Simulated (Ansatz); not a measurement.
# Fields on a plane of ZrO2 (tetragonal-ZrO2 type, space group P4_2/nmc)

```yaml
crystal:
  lattice:
    - [3.60110, 0.00000, 0.00000]
    - [0.00000, 3.60110, 0.00000]
    - [0.00000, 0.00000, 5.23008]
  atoms:
    - { symbol: Zr, position: [0.00000, 0.00000, 0.00000] }
    - { symbol: Zr, position: [0.50000, 0.50000, 0.50000] }
    - { symbol: O, position: [0.00000, 0.50000, 0.19637] }
    - { symbol: O, position: [0.00000, 0.50000, 0.69637] }
    - { symbol: O, position: [0.50000, 0.00000, 0.30363] }
    - { symbol: O, position: [0.50000, 0.00000, 0.80363] }
```

The slice is a (001) plane (indices of the conventional cell) through the point (0.000, 0.500, 0.196) (fractional), spanned by u = [100] and v = [010] in vectors of this cell: u (3.60 Å) and v (3.60 Å, at 90° to u). It covers one period; positions are fractions (u, v).

Atoms on it: O at (0.00, 0.00). Other atoms lie within 1 Å of the plane.

These are r2SCAN (plane waves to 500 eV, PAW, scalar-relativistic; Ansatz, an electronic-structure program) values and carry that method's errors. k mesh 9×9×7. Inside the PAW spheres the values are not all-electron values, and peaks at nuclei hang on which shells count as valence. The PAW data are Ansatz's earlier set. This is a high-temperature form of ZrO2. ZrO2 is run without spin polarisation. ZrO2 was relaxed with its symmetry unable to fall.

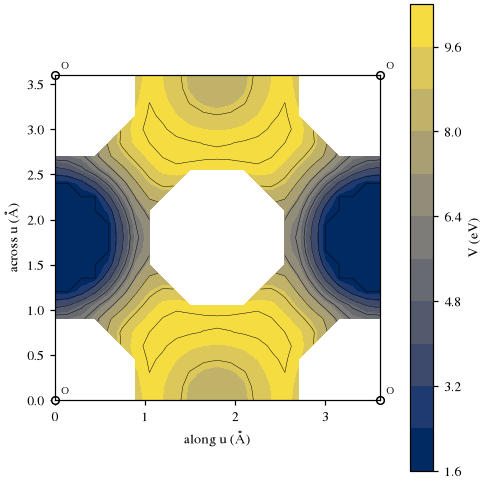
Fig. 1. Electrostatic potential energy of an electron, from the cell's mean, in eV, one period of the plane, atoms marked. Points within 0.9 Å of a nucleus are left white, as the pseudised field means little there. Values under 2 eV are set to 2. The zero, the cell's mean, hangs on the PAW cores.

```
|000000000011111000000000|
|000000000011111000000000|
|000000000000000000000000|
|000000000000000000000000|
|000000000000000000000000|
|000000000000000000000000|
|111000000000000000000011|
|221100000000000000000112|
|443210000000000000001234|
|764310000000000000001346|
|986421000000000000012468|
|996421000000000000012469|
|986421000000000000012468|
|764310000000000000001346|
|443210000000000000001234|
|221100000000000000000112|
|111000000000000000000011|
|000000000000000000000000|
|000000000000000000000000|
|000000000000000000000000|
|000000000000000000000000|
|000000000011111000000000|
|000000000011111000000000|
|000000000011111000000000|
```
Scale: ten equal steps from 0.002 (start of '0') to 0.193 (end of '9'), in the order '0123456789'. Values: density of the lowest conduction band (whole band as if filled, smooth part) in e/Å³. The map has 24 points along u (one character each, u = 0 at the left) and 24 along v (v = 0 in the bottom row).
